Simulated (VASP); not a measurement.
Band structure of MnF$_{2}$ (rutile). These are vdW-DF2, VASP's PBE PAW potentials (set 64) (plane waves; VASP) values and carry that method's errors.

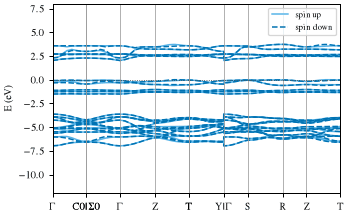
Figure: Bands along high-symmetry lines, zero at the valence-band maximum or, without a gap, the Fermi level

Read the plot: is there a gap, and where are the band edges?

The gap is indirect, 2.03 eV, from the valence maximum at Z-A0 at 0.57 to the conduction minimum at Γ. (Edges off the drawn lines would not show.)

The compound is MnF2 in the rutile structure. It was relaxed first, which changed the volume by +5 %.
